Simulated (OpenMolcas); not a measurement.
# One shape, several levels: SnH2O2 (SMILES [OH][Sn][OH])

Aim: a comparison of 6 runs (M06-2X/def2-SVP, PBE/def2-SVP, PBE0/def2-SVP, SVWN5/def2-SVP, TPSS/def2-SVP, revPBE/def2-SVP) of SnH2O2. 

The results are computed with OpenMolcas 26.06.

4 further runs of the same task are left out: 3 that didn't finish, 1 set aside as unsound or not needed.

## (1) The system as given

The species is SnH2O2 (5 atoms), meant as a singlet with charge 0. SMILES: `[OH][Sn][OH]`. The Sn2–O3 distance was set to 4.326 Å, away from the relaxed value. At this shape a bond of the SMILES string is far longer than usual.

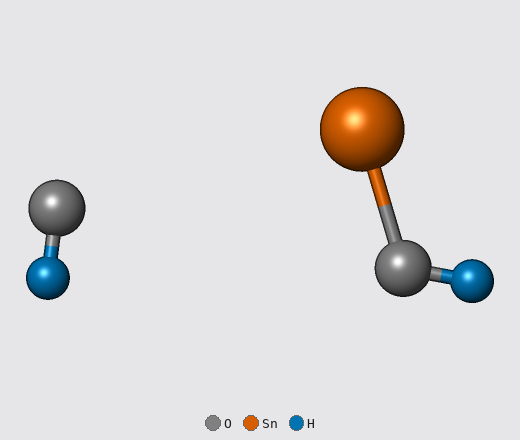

The structure, seen from a chosen angle (oxygen grey, tin orange, hydrogen blue).

## (2) The energy at M06-2X/def2-SVP (core potential) (run 1)

coord.xyz

```xyz
5

O     -3.042928    -0.958375    -0.416037
Sn    -2.212328    -2.080075     0.998663
O      1.561800     0.002900     0.636100
H     -3.959828    -1.141775    -0.633637
H      1.527200     0.695100    -0.033300
```

test.inp

```
&GATEWAY
  BasLib = $CurrDir
  Coord = coord.xyz
  Basis = def2-SVP
  Group = NoSym

&SEWARD
  GridInput
  Grid=UltraFine
  End of Grid

&SCF
  KSDFT = M062X
  Thresholds = 1e-10 1e-07 1e-07 1e-05
  PrOrbitals = 1 1
```

The basis set def2-SVP is read from a file made from the Basis Set Exchange's data (not shown).

The run is started by

```console
export MOLCAS_MEM=1860
pymolcas test.inp > test.log
```

The program printed:

```text
--- Start Module: gateway ---
[...]
--- Stop Module: gateway /rc=_RC_ALL_IS_WELL_ ---
--- Start Module: seward ---
[...]
      Basis functions           64
--- Stop Module: seward /rc=_RC_ALL_IS_WELL_ ---
--- Start Module: scf ---
[...]
       Convergence after  24 Iterations
[...]
::    Total KS-DFT energy                            -365.5373316414
[...]
      Total spin, S                                     0.0000000000
[...]
      Total electronic charge=   40.000000
      Total            charge=   -0.000000
[...]
      Dipole Moment (debye):
      Origin of the operator (angstrom)=   -1.8934   -1.7227    0.7965
                   X= -8.5851E+00               Y= -4.4105E+00               Z=  5.1392E-01           Total=  9.6654E+00
      Quadrupole Moment (debye*angstrom):
[...]
--- Stop Module: scf /rc=_RC_ALL_IS_WELL_ ---
[...]
```

Wall time 13 s (1 thread of Intel Xeon 6975P-C (Granite Rapids), shared host); peak memory 0.4 GiB.

## (3) The energy at PBE/def2-SVP (core potential) (run 2)

input.xyz

```xyz
5

O     -3.042928    -0.958375    -0.416037
Sn    -2.212328    -2.080075     0.998663
O      1.561800     0.002900     0.636100
H     -3.959828    -1.141775    -0.633637
H      1.527200     0.695100    -0.033300
```

job.input

```
>>> EXPORT MOLCAS_PRINT=2
&GATEWAY
BasLib=$CurrDir
Coord=input.xyz
Basis=def2-SVP
Group=NoSym
&SEWARD
GridInput
Grid=UltraFine
End of Grid
&SCF
KSDFT=PBE
Thresholds=1e-10 1e-07 1e-07 1e-05
PrOrbitals=1 2
```

The basis set def2-SVP is read from a file made from the Basis Set Exchange's data (not shown).

The run is started by

```console
export MOLCAS_MEM=1860
pymolcas job.input > job.log
```

The program printed:

```text
--- Start Module: gateway ---
[...]
--- Stop Module: gateway /rc=_RC_ALL_IS_WELL_ ---
--- Start Module: seward ---
[...]
      Basis functions           64
--- Stop Module: seward /rc=_RC_ALL_IS_WELL_ ---
--- Start Module: scf ---
[...]
       Convergence after  70 Iterations
[...]
::    Total KS-DFT energy                            -365.5600943781
[...]
      Total spin, S                                     0.0000000000
[...]
      Total electronic charge=   40.000000
      Total            charge=   -0.000000
[...]
      Dipole Moment (debye):
      Origin of the operator (angstrom)=   -1.8934   -1.7227    0.7965
                   X= -6.3991E+00               Y= -2.8822E+00               Z= -3.8878E-04           Total=  7.0182E+00
      Quadrupole Moment (debye*angstrom):
[...]
--- Stop Module: scf /rc=_RC_ALL_IS_WELL_ ---
[...]
```

It took 26 s on 1 thread of Intel Xeon 6975P-C (Granite Rapids), shared host; peak memory 0.4 GiB.

Run 3 isn't shown in full; the table further down has it.

## (4) The energy at SVWN5/def2-SVP (core potential) (run 4)

coord.xyz is that of step 2.

mol.input

```
* H2O2Sn Kohn-Sham DFT

&gateway
 baslib=$CurrDir
 coord=coord.xyz
 basis=def2-SVP
 group=NoSym

&seward
 gridinput
 Grid=UltraFine
 End of Grid

&scf
 ksdft=SVWN5
 thresholds=1e-10 1e-07 1e-07 1e-05
 prorbitals=1
```

The basis set def2-SVP is read from a file made from the Basis Set Exchange's data (not shown).

The run is started by

```console
export MOLCAS_MEM=1860
pymolcas mol.input > mol.log
```

The program printed:

```text
--- Start Module: gateway ---
[...]
--- Stop Module: gateway /rc=_RC_ALL_IS_WELL_ ---
--- Start Module: seward ---
[...]
      Basis functions           64
--- Stop Module: seward /rc=_RC_ALL_IS_WELL_ ---
--- Start Module: scf ---
[...]
       Convergence after  55 Iterations
[...]
::    Total KS-DFT energy                            -364.2923990461
[...]
      Total spin, S                                     0.0000000000
[...]
      Total electronic charge=   40.000000
      Total            charge=   -0.000000
[...]
      Dipole Moment (debye):
      Origin of the operator (angstrom)=   -1.8934   -1.7227    0.7965
                   X= -6.3802E+00               Y= -2.7671E+00               Z= -1.0125E-01           Total=  6.9551E+00
      Quadrupole Moment (debye*angstrom):
[...]
--- Stop Module: scf /rc=_RC_ALL_IS_WELL_ ---
[...]
```

It took 13 s on 1 thread of Intel Xeon 6975P-C (Granite Rapids), shared host; peak memory 0.4 GiB.

Run 5 isn't shown in full; the table further down has it.

## (5) A single-point energy at revPBE/def2-SVP (core potential) (run 6)

test.inp

```
* H2O2Sn Kohn-Sham DFT

&GATEWAY
  BASLIB
  $CurrDir
  COORD
  5
  angstrom
  O       -3.042928      -0.958375      -0.416037
  Sn      -2.212328      -2.080075       0.998663
  O        1.561800       0.002900       0.636100
  H       -3.959828      -1.141775      -0.633637
  H        1.527200       0.695100      -0.033300
  BASIS
  def2-SVP
  GROUP
  NoSym

&SEWARD
  GRIDINPUT
  Grid=UltraFine
  End of Grid

&SCF
  KSDFT
  revPBE
  THRESHOLDS
  1e-10 1e-07 1e-07 1e-05
  PRORBITALS
  1 2
```

The basis set def2-SVP is read from a file made from the Basis Set Exchange's data (not shown).

The run is started by

```console
export MOLCAS_MEM=1860
pymolcas test.inp > test.log
```

The program printed:

```text
--- Start Module: gateway ---
[...]
--- Stop Module: gateway /rc=_RC_ALL_IS_WELL_ ---
--- Start Module: seward ---
[...]
      Basis functions           64
--- Stop Module: seward /rc=_RC_ALL_IS_WELL_ ---
--- Start Module: scf ---
[...]
       Convergence after 181 Iterations
[...]
::    Total KS-DFT energy                            -365.7247863494
[...]
      Total spin, S                                     0.0000000000
[...]
      Total electronic charge=   40.000000
      Total            charge=   -0.000000
[...]
      Dipole Moment (debye):
      Origin of the operator (angstrom)=   -1.8934   -1.7227    0.7965
                   X= -6.4329E+00               Y= -2.9332E+00               Z=  3.3465E-02           Total=  7.0702E+00
      Quadrupole Moment (debye*angstrom):
[...]
--- Stop Module: scf /rc=_RC_ALL_IS_WELL_ ---
[...]
```

Run time: 62 s. Hardware: 1 thread of Intel Xeon 6975P-C (Granite Rapids), shared host; peak memory 0.4 GiB.

## (6) All runs side by side

| run | level | energy (Eh) | dipole moment (D) | HOMO energy (eV) | LUMO energy (eV) | wall time |
| --- | --- | --- | --- | --- | --- | --- |
| 1 | M06-2X/def2-SVP (core potential) | -365.537332 | 9.67 | -5.38 | -2.85 | 13 s |
| 2 | PBE/def2-SVP (core potential) | -365.560094 | 7.02 | -3.98 | -3.87 | 26 s |
| 3 | PBE0/def2-SVP (core potential) | -365.531112 | 8.40 | -4.91 | -3.53 | 12 s |
| 4 | SVWN5/def2-SVP (core potential) | -364.292399 | 6.96 | -4.16 | -4.07 | 13 s |
| 5 | TPSS/def2-SVP (core potential) | -365.639496 | 7.25 | -4.00 | -3.88 | 21 s |
| 6 | revPBE/def2-SVP (core potential) | -365.724786 | 7.07 | -3.92 | -3.81 | 62 s |

## (7) What came out

```
            quantity          value
 run 6: total energy  -365.72479 Eh
run 6: dipole moment         7.07 D
  run 6: HOMO energy       -3.92 eV
  run 6: LUMO energy       -3.81 eV
run 6: HOMO–LUMO gap        0.11 eV
```

**Reading.** The dipole moment (its size) runs from 6.96 D (SVWN5/def2-SVP) to 9.67 D (M06-2X/def2-SVP). The HOMO–LUMO gap runs from 0.09 eV (SVWN5/def2-SVP) to 2.54 eV (M06-2X/def2-SVP). Totals of different functionals can't be ranked against each other. In runs 1, 2, 3, 4, 5, 6 a closed-shell determinant meets a far-stretched bond, which it describes badly. All runs together took 2.5 min, the longest 62 s.
